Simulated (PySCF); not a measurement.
The calculation's input:

```
{"job": {"kind": "uv", "xc": "wB97X-D", "basis": "def2-SVPD", "nstates": 8, "ntriplets": 3}, "charge": 0, "multiplicity": 1}
C     -2.596041    -2.030889    -0.770902
C     -1.829773    -1.188224    -0.384362
Si    -0.711555     0.174659     0.231942
N     -0.223284     0.031492     1.879696
P     -1.823182     2.139544     0.181179
C      0.833074     0.132354    -0.853951
C      2.139211     0.650304    -0.323213
C      1.957558    -0.813218    -0.545953
H     -3.256156    -2.776595    -1.112526
H      0.301899    -0.774010     2.177618
H     -0.856812     0.327565     2.604319
H     -2.805432     1.680967    -0.676817
H     -1.085403     2.670587    -0.860523
H      0.657581     0.308013    -1.909246
H      2.785555     1.198427    -0.993316
H      2.164055     1.008745     0.694464
H      2.473034    -1.278227    -1.373370
H      1.866910    -1.455176     0.316669
```

Command:

```sh
OMP_NUM_THREADS=1 python probes_run.py task.json out
```

Geometry: GFN2-xTB.

These are results of wB97X-D/def2-SVPD, SCF density, gas phase in PySCF, not measurements.

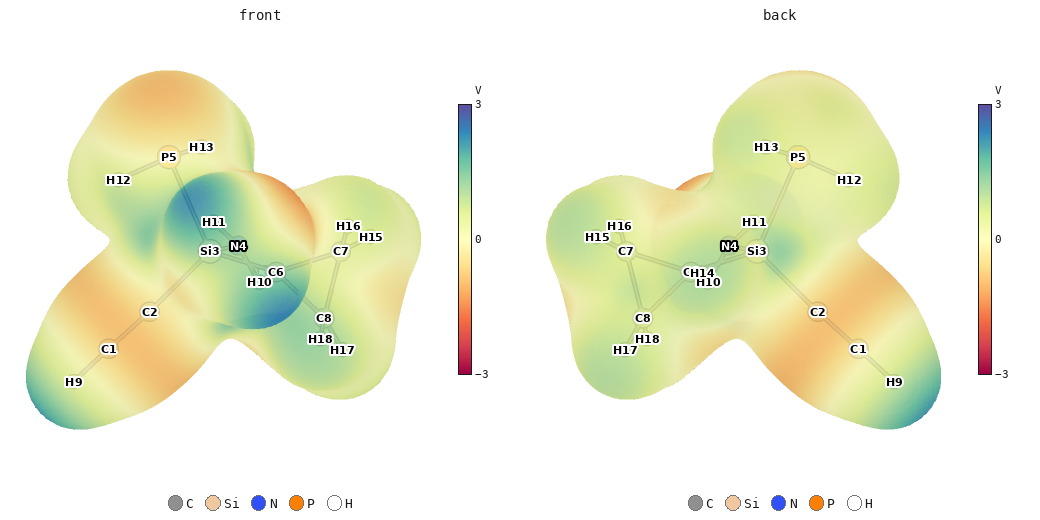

C5H10NPSi. The molecular electrostatic potential painted on the density surface at 0.004 e/bohr³, seen from the front and from behind; red is negative and blue positive.

**Which sites attract a positive test charge, and which a negative one?**

A positive charge is drawn to the negative regions and a negative charge to the positive ones. The most negative region (about −1.3 V) lies over N4, the most positive (about +2.3 V) over H10 and H11. N4 is the likeliest acceptor of a hydrogen bond.

**How polar is the molecule by this calculation?**

Its dipole moment is 1.33 D.
